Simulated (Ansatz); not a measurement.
## Run report: Ge2H6Cl2O, geometry relaxation (part 3 of 3)

Ge2H6Cl2O; RHF/def2-SVP (Ansatz 0.2.0). It belongs to a series of runs on one base structure; here: end point A relaxed.

Geometry of the input (Å):
```
Ge 0.1887  0.0961  -0.1260
H  -0.0333  -0.0842  1.3859
Ge 2.5251  0.0071  -0.8747
H  3.0593  -1.4155  -0.6777
H  2.5867  0.3991  -2.3518
H  3.3544  0.9868  -0.0370
Cl -0.6290  1.9821  -0.7833
Cl -0.8633  -1.5288  -1.1292
O  -2.4647  0.0221  1.2311
H  -2.9401  -0.6725  0.7993
H  -1.8261  -0.4219  1.8063
```

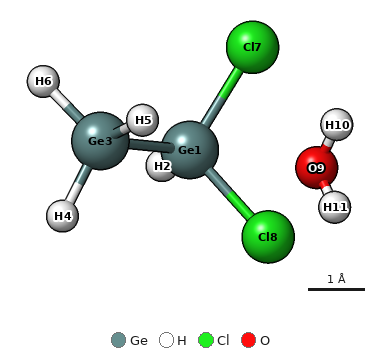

*The geometry at step 28 of the log (ball-and-stick view, seen at a tilt; atoms are numbered from 1 in the order of the input).*

## Trajectory as extended XYZ, continued
```
11
Properties=species:S:1:pos:R:3:forces:R:3 step=22 energy=-140065.33496
Ge    0.4287    0.0308    0.0423   -0.0072  -0.0061   0.0005
H     0.3446    0.0009    1.5584   -0.0052   0.0007  -0.0074
Ge    2.6431    0.0353   -1.0071    0.0014  -0.0008   0.0008
H     3.3395   -1.2892   -0.6811    0.0021   0.0036   0.0027
H     2.4600    0.1849   -2.5173   -0.0073  -0.0027   0.0016
H     3.4576    1.2058   -0.4484   -0.0032   0.0052  -0.0025
Cl   -0.6610    1.7766   -0.6578    0.0060  -0.0180  -0.0022
Cl   -0.6417   -1.7148   -0.7104    0.0065   0.0081   0.0126
O    -2.7166   -0.1184    1.5581   -0.0288  -0.1057  -0.1299
H    -2.9601    0.3033    0.7453    0.0271   0.0080   0.1063
H    -2.7366   -1.0449    1.3609    0.0087   0.1078   0.0176
11
Properties=species:S:1:pos:R:3:forces:R:3 step=23 energy=-140065.34649
Ge    0.4282    0.0000    0.0491    0.0190  -0.0098  -0.0027
H     0.3401   -0.0214    1.5640   -0.0048   0.0024   0.0076
Ge    2.6400    0.0397   -1.0051   -0.0098   0.0007   0.0060
H     3.3693   -1.2614   -0.6586    0.0039   0.0014  -0.0009
H     2.4424    0.1583   -2.5161    0.0020  -0.0032  -0.0012
H     3.4274    1.2396   -0.4709   -0.0030   0.0049  -0.0036
Cl   -0.6875    1.7263   -0.6628   -0.0095  -0.0013   0.0003
Cl   -0.6122   -1.7639   -0.6977   -0.0057  -0.0063   0.0019
O    -2.7023   -0.1597    1.5750   -0.0014  -0.0053  -0.0093
H    -2.9247    0.4352    0.8738    0.0061   0.0055   0.0201
H    -2.7630   -1.0224    1.1922    0.0032   0.0111  -0.0182
11
Properties=species:S:1:pos:R:3:forces:R:3 step=24 energy=-140065.26990 accepted=F
Ge    0.4279   -0.0251    0.0560   -0.0008  -0.0068  -0.0040
H     0.3334   -0.0289    1.5701    0.0093  -0.0054   0.0140
Ge    2.6364    0.0422   -1.0037    0.0126  -0.0008   0.0052
H     3.3955   -1.2365   -0.6348   -0.0055   0.0160  -0.0046
H     2.4325    0.1277   -2.5167    0.0007  -0.0037   0.0109
H     3.3993    1.2701   -0.4951   -0.0157  -0.0126  -0.0073
Cl   -0.7143    1.6795   -0.6712   -0.0105   0.0169   0.0013
Cl   -0.5924   -1.8048   -0.6781    0.0066  -0.0193  -0.0129
O    -2.6925   -0.2166    1.5921   -0.5456   0.0972  -2.2125
H    -2.8856    0.5615    1.0197    0.3918  -1.7342   1.1217
H    -2.7826   -0.9988    1.0046    0.1573   1.6525   1.0879
11
Properties=species:S:1:pos:R:3:forces:R:3 step=25 energy=-140065.34550 accepted=F
Ge    0.4281   -0.0077    0.0569   -0.0725   0.0128   0.0033
H     0.3316   -0.0078    1.5722    0.0344  -0.0272  -0.0084
Ge    2.6347    0.0385   -1.0054    0.0469  -0.0168  -0.0145
H     3.3733   -1.2557   -0.6537    0.0029  -0.0032   0.0143
H     2.4502    0.1456   -2.5190   -0.0369   0.0002   0.0061
H     3.4162    1.2461   -0.4805   -0.0105   0.0077   0.0119
Cl   -0.7026    1.7071   -0.6597    0.0010   0.0347  -0.0164
Cl   -0.6288   -1.7682   -0.6766    0.0407  -0.0242  -0.0017
O    -2.7017   -0.1906    1.5725    0.0984  -0.0155   0.4526
H    -2.9073    0.4664    0.9345   -0.0950   0.3423  -0.2827
H    -2.7360   -1.0036    1.1018   -0.0093  -0.3108  -0.1646
11
Properties=species:S:1:pos:R:3:forces:R:3 step=26 energy=-140065.34830
Ge    0.4274   -0.0055    0.0516    0.0082  -0.0048   0.0013
H     0.3390   -0.0209    1.5667   -0.0010  -0.0052   0.0039
Ge    2.6377    0.0392   -1.0045    0.0032   0.0011  -0.0032
H     3.3742   -1.2571   -0.6552    0.0010   0.0017   0.0040
H     2.4411    0.1516   -2.5161   -0.0048  -0.0025  -0.0003
H     3.4195    1.2451   -0.4755   -0.0041   0.0036  -0.0003
Cl   -0.6950    1.7165   -0.6613   -0.0069   0.0011  -0.0026
Cl   -0.6119   -1.7721   -0.6909   -0.0002  -0.0057   0.0030
O    -2.7053   -0.1717    1.5766    0.0131  -0.0050   0.0372
H    -2.9159    0.4579    0.9038   -0.0066   0.0375  -0.0161
H    -2.7532   -1.0126    1.1478   -0.0019  -0.0219  -0.0270
11
Properties=species:S:1:pos:R:3:forces:R:3 step=27 energy=-140065.34760 accepted=F
Ge    0.4273   -0.0195    0.0574   -0.0166  -0.0077   0.0162
H     0.3397   -0.0303    1.5729    0.0066  -0.0031  -0.0048
Ge    2.6341    0.0404   -1.0041    0.0033   0.0001  -0.0037
H     3.3847   -1.2450   -0.6440    0.0031   0.0088   0.0016
H     2.4319    0.1368   -2.5162   -0.0015  -0.0021   0.0037
H     3.4009    1.2612   -0.4866   -0.0030  -0.0048  -0.0040
Cl   -0.7098    1.6931   -0.6584   -0.0003   0.0043  -0.0028
Cl   -0.6041   -1.7946   -0.6763    0.0106  -0.0049  -0.0075
O    -2.6946   -0.1944    1.5752   -0.1112  -0.0905  -0.4824
H    -2.9020    0.5123    0.9711    0.0881  -0.3044   0.2446
H    -2.7504   -0.9897    1.0518    0.0209   0.4044   0.2393
11
Properties=species:S:1:pos:R:3:forces:R:3 step=28 energy=-140065.34998
Ge    0.4294   -0.0145    0.0550   -0.0115  -0.0168   0.0055
H     0.3396   -0.0324    1.5702    0.0053   0.0015  -0.0025
Ge    2.6370    0.0409   -1.0054   -0.0019   0.0024   0.0047
H     3.3820   -1.2482   -0.6476    0.0053   0.0056  -0.0003
H     2.4354    0.1422   -2.5172   -0.0006  -0.0023   0.0029
H     3.4081    1.2569   -0.4835    0.0002  -0.0011  -0.0054
Cl   -0.7026    1.7024   -0.6573   -0.0038   0.0038  -0.0004
Cl   -0.6035   -1.7855   -0.6866    0.0033  -0.0025  -0.0006
O    -2.7024   -0.1812    1.5760    0.0006  -0.0173  -0.0054
H    -2.9031    0.4870    0.9375    0.0009   0.0163   0.0041
H    -2.7624   -0.9974    1.1017    0.0022   0.0104  -0.0026
11
Properties=species:S:1:pos:R:3:forces:R:3 step=29 energy=-140065.35050
Ge    0.4235   -0.0266    0.0561    0.0410   0.0056   0.0172
H     0.3451   -0.0379    1.5722   -0.0228  -0.0163  -0.0055
Ge    2.6326    0.0424   -1.0010    0.0142  -0.0069  -0.0297
H     3.3931   -1.2372   -0.6413   -0.0059  -0.0008   0.0073
H     2.4276    0.1330   -2.5130   -0.0001  -0.0019  -0.0047
H     3.4012    1.2660   -0.4931   -0.0198   0.0036   0.0084
Cl   -0.7090    1.6920   -0.6534   -0.0110  -0.0151  -0.0005
Cl   -0.5995   -1.8032   -0.6860    0.0037   0.0254   0.0127
O    -2.7033   -0.1911    1.5758   -0.0209  -0.0211  -0.1388
H    -2.8904    0.5139    0.9709    0.0192  -0.0721   0.0725
H    -2.7634   -0.9811    1.0557    0.0025   0.0997   0.0610
11
Properties=species:S:1:pos:R:3:forces:R:3 step=30 energy=-140065.35179
Ge    0.4299   -0.0377    0.0614   -0.0009  -0.0015  -0.0052
H     0.3450   -0.0600    1.5765   -0.0009  -0.0027   0.0039
Ge    2.6341    0.0436   -1.0048    0.0010   0.0008   0.0012
H     3.4075   -1.2243   -0.6323    0.0011   0.0013   0.0009
H     2.4258    0.1195   -2.5172   -0.0013  -0.0017   0.0003
H     3.3830    1.2818   -0.5036   -0.0020   0.0018  -0.0018
Cl   -0.7131    1.6777   -0.6416    0.0009  -0.0015   0.0013
Cl   -0.5928   -1.8107   -0.6869    0.0004   0.0003   0.0011
O    -2.7034   -0.1927    1.5715    0.0012   0.0005  -0.0052
H    -2.8780    0.5350    0.9931    0.0017   0.0024   0.0048
H    -2.7803   -0.9619    1.0266   -0.0013   0.0002  -0.0013
11
Properties=species:S:1:pos:R:3:forces:R:3 step=31 energy=-140065.35204
Ge    0.4302   -0.0490    0.0640   -0.0025  -0.0033   0.0076
H     0.3459   -0.0783    1.5789    0.0024   0.0034   0.0043
Ge    2.6330    0.0458   -1.0041   -0.0074  -0.0024   0.0008
H     3.4198   -1.2114   -0.6228    0.0024   0.0048  -0.0016
H     2.4188    0.1073   -2.5163    0.0056  -0.0013  -0.0005
H     3.3690    1.2964   -0.5143   -0.0024  -0.0035  -0.0027
Cl   -0.7143    1.6687   -0.6320    0.0004  -0.0005  -0.0016
Cl   -0.5898   -1.8216   -0.6876    0.0028   0.0010  -0.0089
O    -2.6940   -0.1952    1.5655   -0.0132  -0.0039  -0.0310
H    -2.8633    0.5538    1.0127    0.0066  -0.0217   0.0155
H    -2.7976   -0.9462    0.9991    0.0053   0.0273   0.0183
11
Properties=species:S:1:pos:R:3:forces:R:3 step=32 energy=-140065.35050 accepted=F
Ge    0.4330   -0.0693    0.0715    0.0348  -0.0027  -0.0561
H     0.3487   -0.1109    1.5860   -0.0107   0.0018   0.0061
Ge    2.6299    0.0467   -1.0067    0.0235   0.0149   0.0292
H     3.4455   -1.1872   -0.6071   -0.0090   0.0145  -0.0062
H     2.4160    0.0820   -2.5202   -0.0076  -0.0023   0.0135
H     3.3373    1.3212   -0.5341    0.0022  -0.0177  -0.0125
Cl   -0.7145    1.6513   -0.6161   -0.0102  -0.0043   0.0170
Cl   -0.5757   -1.8367   -0.7044   -0.0254   0.0007   0.0172
O    -2.7270   -0.1976    1.5716   -0.0162   0.0719  -0.2451
H    -2.8265    0.5867    1.0452    0.0144  -0.2043   0.1284
H    -2.8091   -0.9159    0.9573    0.0042   0.1274   0.1085
11
Properties=species:S:1:pos:R:3:forces:R:3 step=33 energy=-140065.35212
Ge    0.4334   -0.0506    0.0668   -0.0104   0.0000  -0.0033
H     0.3525   -0.0813    1.5821   -0.0011   0.0000   0.0019
Ge    2.6336    0.0455   -1.0059    0.0032   0.0002  -0.0013
H     3.4251   -1.2080   -0.6224    0.0006   0.0008   0.0013
H     2.4202    0.1023   -2.5183   -0.0018  -0.0012   0.0007
H     3.3669    1.2990   -0.5203   -0.0006   0.0007  -0.0005
Cl   -0.7133    1.6682   -0.6242    0.0046  -0.0030   0.0016
Cl   -0.5893   -1.8203   -0.6877    0.0030   0.0015  -0.0016
O    -2.7071   -0.1960    1.5657   -0.0030   0.0004  -0.0169
H    -2.8632    0.5556    1.0129    0.0034  -0.0123   0.0093
H    -2.8012   -0.9440    0.9943    0.0021   0.0129   0.0088
```

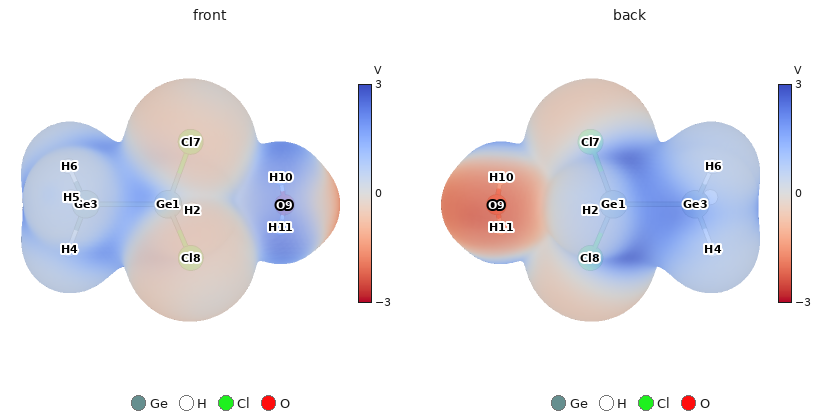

*The molecular electrostatic potential painted on the density surface at 0.002 e/bohr³, seen face on and from behind; red is negative and blue positive.*

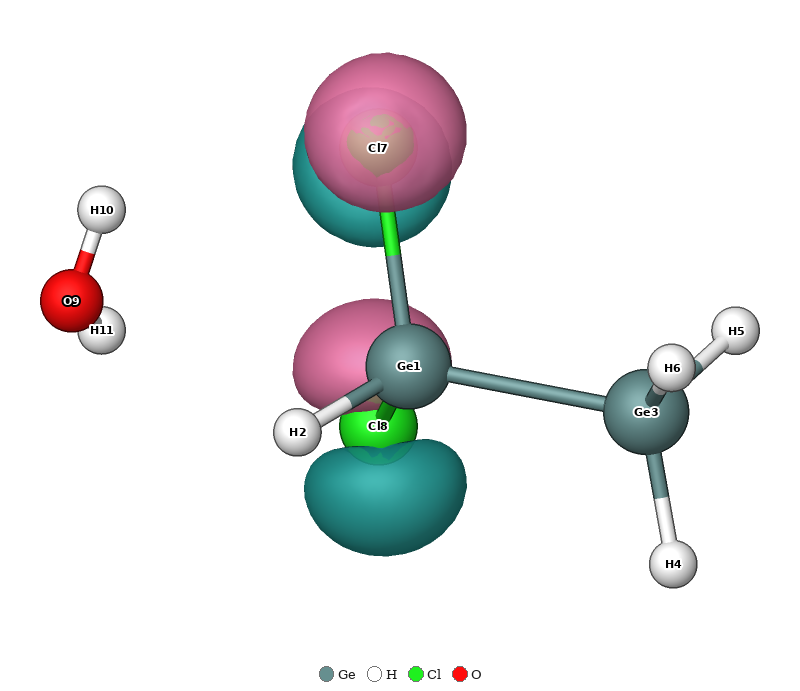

*The HOMO−1 at ±0.2 Å⁻³ᐟ² (teal and pink are the two phases), seen at an oblique angle.*

Its energy is −12.34 eV.
